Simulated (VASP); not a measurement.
# Driving VASP from ASE on ZnCu

Do ASE scripts that read ZnCu from different structure formats give one answer, and do several routes find one equilibrium volume? All runs use LDA. Left out of this account: 1 further run (fields: a reference on another mesh). The start is a cell from a database of measured crystal structures.

Calculated with VASP 6.6.1; LDA; plane waves and PAW (Zn, Cu).

## (1) Starting point

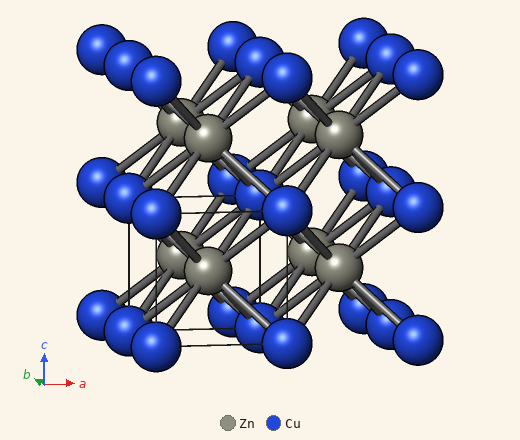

Start, viewed slightly off an axis; zinc grey, copper blue. 2×2×2 cells are drawn. Some periodic images of atoms are drawn too.

Structure file:

```
Zn Cu
1.0
     2.94500    0.00000    0.00000
     0.00000    2.94500    0.00000
     0.00000    0.00000    2.94500
Zn Cu
1 1
Cartesian
  1.4725 1.4725 1.4725
  0.0000 0.0000 0.0000
```

## (2) Self-consistent run (LDA, through ASE)

A single point through ASE, with the structure read from an extended xyz file.

Contents of run.py:

```python
import numpy as np
from ase.calculators.vasp import Vasp
from ase.io import read
from ase.dft.bandgap import bandgap

atoms = read('ZnCu.xyz')

calc = Vasp(
    xc='lda',
    pp='LDA',
    prec='Accurate',
    encut=400,
    ediff=1e-06,
    nelm=100,
    ismear=-1,
    sigma=0.05,
    lreal=False,
    algo='Normal',
    nbands=17,
    lasph=True,
    lorbit=11,
    lwave=False,
    lcharg=False,
    kpar=2,
    isif=2,
    pp_version='64',
    setups={'Zn': '', 'Cu': ''},
    kpts=(13, 13, 13),
    gamma=True,
    txt='vasp.out',
)
atoms.calc = calc

print("energy (eV):", round(atoms.get_potential_energy(), 6))
print("Fermi level (eV):", round(calc.get_fermi_level(), 4))
print("forces (eV/A):")
print(np.round(atoms.get_forces(), 4))
print("stress (GPa, Voigt, tension positive):", np.round(atoms.get_stress() * 160.21766, 3))
gap, p1, p2 = bandgap(calc, direct=False)
print("gap on the mesh (eV):", round(gap, 4))
```

Contents of ZnCu.xyz:

```xyz
2
Lattice="2.9450000000 0.0000000000 0.0000000000 0.0000000000 2.9450000000 0.0000000000 0.0000000000 0.0000000000 2.9450000000" Properties=species:S:1:pos:R:3 pbc="T T T"
Zn     1.4725000000      1.4725000000      1.4725000000
Cu     0.0000000000      0.0000000000      0.0000000000
```

Potentials, in the order of the species: Zn and Cu (LDA family, release 64).

Launch:

```sh
$ export ASE_VASP_COMMAND="mpirun -np 2 vasp_std"
$ python run.py
```

Output:

```text
energy (eV): -6.740206
Fermi level (eV): 5.2905
forces (eV/A):
[[0. 0. 0.]
 [0. 0. 0.]]
stress (GPa, Voigt, tension positive): [ 9.658  9.658  9.658 -0.    -0.    -0.   ]
gap on the mesh (eV): 0.0
```

Run time: 8.6 s. Hardware: 2 MPI ranks of Intel Xeon 6975P-C (Granite Rapids), shared host; peak memory 0.25 GiB; 14 s of CPU time.

Lines that name or quote the potential files are left out of all logs, and their timing lines are given in words.

ASE turned this into the INCAR:

```
ENCUT = 400.000000
SIGMA = 0.050000
EDIFF = 1.00e-06
ALGO = Normal
PREC = Accurate
ISIF = 2
ISMEAR = -1
KPAR = 2
LORBIT = 11
NBANDS = 17
NELM = 100
LASPH = .TRUE.
LCHARG = .FALSE.
LWAVE = .FALSE.
LREAL = .FALSE.
```

The KPOINTS that ASE wrote:

```
KPOINTS created by Atomic Simulation Environment
0
Gamma
13 13 13
0 0 0
```

vasp.out:

```text
[banner, memory and clock lines left out]
running    2 mpi-ranks, on    1 nodes
 distrk:  each k-point on    1 cores,    2 groups
 distr:  one band on    1 cores,    1 groups

 POSCAR found type information on POSCAR ZnCu
 POSCAR found :  2 types and       2 ions
 LDA part: xc-table for (Slater(with rela. corr.)+CA(PZ))
 , standard interpolation
 POSCAR, INCAR and KPOINTS ok, starting setup
 FFT: planning ... GRIDC
 FFT: planning ... GRID_SOFT
 FFT: planning ... GRID
 WAVECAR not read
 entering main loop
       N       E                     dE             d eps       ncg     rms          rms(c)
DAV:   1     0.988483699235E+02    0.98848E+02   -0.97157E+03  3104   0.189E+03
DAV:   2    -0.469563459073E+01   -0.10354E+03   -0.99765E+02  2859   0.279E+02
DAV:   3    -0.789637115048E+01   -0.32007E+01   -0.31882E+01  3436   0.648E+01
DAV:   4    -0.791866931324E+01   -0.22298E-01   -0.22294E-01  3427   0.485E+00
DAV:   5    -0.791903628772E+01   -0.36697E-03   -0.36697E-03  3572   0.645E-01    0.972E+00
DAV:   6    -0.776559291672E+01    0.15344E+00   -0.16506E+01  3014   0.101E+02    0.627E+00
DAV:   7    -0.675790116974E+01    0.10077E+01   -0.36461E+00  3048   0.977E+01    0.222E+00
DAV:   8    -0.675354538533E+01    0.43558E-02   -0.16012E-01  3870   0.559E+00    0.122E+00
DAV:   9    -0.674317696242E+01    0.10368E-01   -0.12604E-02  3536   0.243E+00    0.738E-02
DAV:  10    -0.674312723601E+01    0.49726E-04   -0.75528E-04  4447   0.583E-01    0.425E-02
DAV:  11    -0.674312249875E+01    0.47373E-05   -0.76816E-05  3517   0.256E-01    0.103E-02
DAV:  12    -0.674312255816E+01   -0.59410E-07   -0.60672E-06  3304   0.563E-02
   1 F= -.67431226E+01 E0= -.67402057E+01  d E =-.583370E-02
```

OUTCAR, selected parts (step 2):

```text
ion  position               nearest neighbor table
   1  0.500  0.500  0.500-   2 2.55   2 2.55   2 2.55   2 2.55   2 2.55   2 2.55   2 2.55   2 2.55

  LATTYP: Found a simple cubic cell.
 ALAT       =     2.9450000000

 Subroutine GETGRP returns: Found 48 space group operations
 (whereof 48 operations were pure point group operations)

The static configuration has the point symmetry O_h .

 Found     84 irreducible k-points:

   k-points           NKPTS =     84   k-points in BZ     NKDIM =     84   number of bands    NBANDS=     17

   dimension x,y,z NGX =    20 NGY =   20 NGZ =   20
   dimension x,y,z NGXF=    40 NGYF=   40 NGZF=   40

   ENCUT  =  400.0 eV  29.40 Ry    5.42 a.u.   4.80  4.80  4.80*2*pi/ulx,y,z

   NELECT =      23.0000    total number of electrons

 k-points in reciprocal lattice and weights: KPOINTS created by Atomic Simulation Env
   0.00000000  0.00000000  0.00000000       0.000
   0.07692308  0.00000000  0.00000000       0.003
   0.15384615  0.00000000  0.00000000       0.003
   0.23076923  0.00000000  0.00000000       0.003
   0.30769231  0.00000000  0.00000000       0.003
   0.38461538  0.00000000  0.00000000       0.003
   0.46153846  0.00000000  0.00000000       0.003
   0.07692308  0.07692308  0.00000000       0.005
   0.15384615  0.07692308  0.00000000       0.011
[...]
0.46153846  0.46153846  0.38461538       0.011
   0.46153846  0.46153846  0.46153846       0.004

 average (electrostatic) potential at core
       1 -35.3760       2 -67.0698

 E-fermi :   5.2905

 k-point     1 :       0.0000    0.0000    0.0000
  band No.  band energies     occupation
    ...
      7       1.6938      2.00000
      8       1.6938      2.00000
      9       2.5266      2.00000
     10       2.5266      2.00000
     11       2.5266      2.00000
     12      11.4718      0.00000
     13      11.4718      0.00000
     14      11.4718      0.00000
     15      16.6914      0.00000
     16      16.6914      0.00000
    ...

 k-point     2 :       0.0769    0.0000    0.0000
  band No.  band energies     occupation
    ...
      7       1.6876      2.00000
      8       1.7041      2.00000
      9       2.4905      2.00000
     10       2.4905      2.00000
     11       2.5224      2.00000
     12      10.4819      0.00000
     13      11.6349      0.00000
     14      11.6349      0.00000
     15      16.7485      0.00000
     16      17.0912      0.00000
    ...

 k-point     3 :       0.1538    0.0000    0.0000
  band No.  band energies     occupation
    ...
      7       1.6700      2.00000
      8       1.7257      2.00000
      9       2.3938      2.00000
     10       2.3938      2.00000
     11       2.5107      2.00000
     12       8.6097      0.00000
     13      12.1112      0.00000
     14      12.1112      0.00000
     15      16.9214      0.00000
     16      17.3074      0.00000
    ...

  Total       -1.5397111     -1.5397111     -1.5397111     -0.0000000      0.0000000      0.0000000
  in kB      -96.5814980    -96.5814980    -96.5814980     -0.0000000      0.0000000      0.0000000
  external PRESSURE =     -96.5814980 kB  Pullay stress =       0.0000000 kB

  energy-cutoff  :      400.00
  volume of cell :       25.54
      direct lattice vectors                 reciprocal lattice vectors
     2.945000000  0.000000000  0.000000000     0.339558574  0.000000000  0.000000000
     0.000000000  2.945000000  0.000000000     0.000000000  0.339558574  0.000000000
     0.000000000  0.000000000  2.945000000     0.000000000  0.000000000  0.339558574

 POSITION                                       TOTAL-FORCE (eV/Angst)
 -----------------------------------------------------------------------------------
      1.47250      1.47250      1.47250         0.000000      0.000000      0.000000
      0.00000      0.00000      0.00000         0.000000      0.000000      0.000000
 -----------------------------------------------------------------------------------
    total drift:                               -0.000000      0.000000     -0.000000

  FREE ENERGIE OF THE ION-ELECTRON SYSTEM (eV)
  ---------------------------------------------------
  free  energy   TOTEN  =        -6.7431225582 eV

  energy  without entropy=       -6.7372888585  energy(sigma->0) =       -6.74020571

 total charge
# of ion       s       p       d       tot
------------------------------------------
    1        0.591   0.524   9.737  10.852
    2        0.432   0.383   9.185  10.000
--------------------------------------------------
tot          1.023   0.907  18.922  20.852

[... 3 further parts left out ...]
```

This run has no spin polarisation. Its electron count is odd, so without a moment it is a metal by construction. At this level the cell is under a tension of 9.7 GPa, so at these settings it is away from equilibrium.

Numbers from this step:

* SCF cycles: 12
* electrons: 23
* bands: 17
* irreducible k-points: 84
* symmetry operations: 48
* free energy (TOTEN): -6.743 eV
* energy at zero smearing: -6.740 eV
* Fermi energy: 5.290 eV
* pressure: -9.658 GPa
* metallic: yes

The pressure is -9.66 GPa and the largest force 0.000 eV/Å, so the cell is not at a minimum at these settings.

## (3) Total energy, forces and stress (LDA, through ASE)

The single point through ASE, with the structure read from a CIF with its space group. The mesh changes to 9×9×9, so this is no clean test of the format.

run.py, as its differences from that of step 2:

```diff
@@ -5,3 +5,3 @@
 
-atoms = read('ZnCu.xyz')
+atoms = read('ZnCu.cif')
 
@@ -27,3 +27,3 @@
     setups={'Zn': '', 'Cu': ''},
-    kpts=(13, 13, 13),
+    kpts=(9, 9, 9),
     gamma=True,
```

Contents of ZnCu.cif:

```cif
data_ZnCu
_cell_length_a 2.94500000
_cell_length_b 2.94500000
_cell_length_c 2.94500000
_cell_angle_alpha 90.00000000
_cell_angle_beta 90.00000000
_cell_angle_gamma 90.00000000
_space_group_name_H-M_alt 'Pm-3m'
_space_group_name_Hall '-P 4 2 3'
_space_group_IT_number 221
loop_
_space_group_symop_operation_xyz
'x,y,z'
'-x,-y,-z'
'-y,x,z'
'y,-x,-z'
'-x,-y,z'
'x,y,-z'
'y,-x,z'
'-y,x,-z'
'x,-y,-z'
'-x,y,z'
'-y,-x,-z'
'y,x,z'
'-x,y,-z'
'x,-y,z'
'y,x,-z'
'-y,-x,z'
'z,x,y'
'-z,-x,-y'
'z,-y,x'
'-z,y,-x'
'z,-x,-y'
'-z,x,y'
'z,y,-x'
'-z,-y,x'
'-z,x,-y'
'z,-x,y'
'-z,-y,-x'
'z,y,x'
'-z,-x,y'
'z,x,-y'
'-z,y,x'
'z,-y,-x'
'y,z,x'
'-y,-z,-x'
'x,z,-y'
'-x,-z,y'
'-y,z,-x'
'y,-z,x'
'-x,z,y'
'x,-z,-y'
'-y,-z,x'
'y,z,-x'
'-x,-z,-y'
'x,z,y'
'y,-z,-x'
'-y,z,x'
'x,-z,y'
'-x,z,-y'
loop_
_atom_site_label
_atom_site_type_symbol
_atom_site_symmetry_multiplicity
_atom_site_Wyckoff_symbol
_atom_site_fract_x
_atom_site_fract_y
_atom_site_fract_z
_atom_site_occupancy
Zn1 Zn 1 b 0.5000000000 0.5000000000 0.5000000000 1
Cu1 Cu 1 a 0.0000000000 0.0000000000 0.0000000000 1
```

Output:

```text
energy (eV): -6.730416
Fermi level (eV): 5.3689
forces (eV/A):
[[0. 0. 0.]
 [0. 0. 0.]]
stress (GPa, Voigt, tension positive): [ 9.46  9.46  9.46  0.   -0.   -0.  ]
gap on the mesh (eV): 0.0
```

Elapsed: 5.2 s, on 2 MPI ranks; peak memory 0.23 GiB; 7.3 s of CPU time.

ASE turned this into the INCAR:

```
ENCUT = 400.000000
SIGMA = 0.050000
EDIFF = 1.00e-06
ALGO = Normal
PREC = Accurate
ISIF = 2
ISMEAR = -1
KPAR = 2
LORBIT = 11
NBANDS = 17
NELM = 100
LASPH = .TRUE.
LCHARG = .FALSE.
LWAVE = .FALSE.
LREAL = .FALSE.
```

ASE turned this into the KPOINTS:

```
KPOINTS created by Atomic Simulation Environment
0
Gamma
9 9 9
0 0 0
```

VASP's own log, vasp.out:

```text
[... set-up lines as in an earlier step ...]
 entering main loop
       N       E                     dE             d eps       ncg     rms          rms(c)
DAV:   1     0.985546925827E+02    0.98555E+02   -0.98095E+03  1294   0.189E+03
DAV:   2    -0.467568629603E+01   -0.10323E+03   -0.99647E+02  1207   0.280E+02
DAV:   3    -0.788673871390E+01   -0.32111E+01   -0.31952E+01  1372   0.643E+01
DAV:   4    -0.790824366106E+01   -0.21505E-01   -0.21500E-01  1420   0.483E+00
DAV:   5    -0.790861592590E+01   -0.37226E-03   -0.37226E-03  1450   0.656E-01    0.972E+00
DAV:   6    -0.775713214532E+01    0.15148E+00   -0.16490E+01  1260   0.101E+02    0.628E+00
DAV:   7    -0.674734004545E+01    0.10098E+01   -0.36302E+00  1272   0.977E+01    0.222E+00
DAV:   8    -0.674292992521E+01    0.44101E-02   -0.15972E-01  1621   0.561E+00    0.121E+00
DAV:   9    -0.673259478989E+01    0.10335E-01   -0.12572E-02  1467   0.241E+00    0.770E-02
DAV:  10    -0.673253887655E+01    0.55913E-04   -0.78589E-04  1900   0.611E-01    0.426E-02
DAV:  11    -0.673253322385E+01    0.56527E-05   -0.80279E-05  1470   0.262E-01    0.107E-02
DAV:  12    -0.673253340405E+01   -0.18020E-06   -0.59734E-06  1396   0.542E-02
   1 F= -.67325334E+01 E0= -.67304159E+01  d E =-.423493E-02
```

Parts of OUTCAR (step 3):

```text
The static configuration has the point symmetry O_h .

 Found     35 irreducible k-points:

   k-points           NKPTS =     35   k-points in BZ     NKDIM =     35   number of bands    NBANDS=     17

   NELECT =      23.0000    total number of electrons

 E-fermi :   5.3689

 k-point     1 :       0.0000    0.0000    0.0000
  band No.  band energies     occupation
    ...
      7       1.6963      2.00000
      8       1.6963      2.00000
      9       2.5275      2.00000
     10       2.5275      2.00000
     11       2.5275      2.00000
     12      11.4721      0.00000
     13      11.4721      0.00000
     14      11.4721      0.00000
     15      16.6923      0.00000
     16      16.6923      0.00000
    ...

 k-point     2 :       0.1111    0.0000    0.0000
  band No.  band energies     occupation
    ...
      7       1.6835      2.00000
      8       1.7161      2.00000
      9       2.4545      2.00000
     10       2.4545      2.00000
     11       2.5189      2.00000
     12       9.6852      0.00000
     13      11.8098      0.00000
     14      11.8098      0.00000
     15      16.8117      0.00000
     16      17.1937      0.00000
    ...

  Total       -1.5081282     -1.5081282     -1.5081282     -0.0000000     -0.0000000      0.0000000
  in kB      -94.6003972    -94.6003972    -94.6003972     -0.0000000     -0.0000000      0.0000000
  external PRESSURE =     -94.6003972 kB  Pullay stress =       0.0000000 kB

  FREE ENERGIE OF THE ION-ELECTRON SYSTEM (eV)
  ---------------------------------------------------
  free  energy   TOTEN  =        -6.7325334040 eV

  energy  without entropy=       -6.7282984712  energy(sigma->0) =       -6.73041594

 total charge
# of ion       s       p       d       tot
------------------------------------------
    1        0.593   0.523   9.737  10.853
    2        0.435   0.381   9.185  10.000
--------------------------------------------------
tot          1.028   0.904  18.921  20.853

[... 7 parts as in an earlier step ...]

[... 6 further parts left out ...]
```

The k-mesh is coarse for a metal. At this level the cell is under a tension of 9.5 GPa, so at these settings it is away from equilibrium.

Numbers from this step:

```yaml
irreducible_k_points: 35
free_energy_toten: -6.733 eV
energy_at_zero_smearing: -6.730 eV
fermi_energy: 5.369 eV
pressure: -9.460 GPa
```

The energy lies +4.89 meV an atom from the first script, on another mesh.

(Continued in part 2 of 3.)

[Lines on the potential files, build, host, timing and source positions are cut from VASP's logs without a mark.]

[Logs are printed without paths, hosts, clocks, repeated set-up lines and the standing remarks that a program may print on its own settings, such as how far it seeks lower states.]

[Hosts, paths, dates, database ids (printed as entryN), source tags and the programs' standing remarks are cut or masked in the printed files.]

[A measured line is paired with the nearest computed mode of its activity, which favours agreement.]
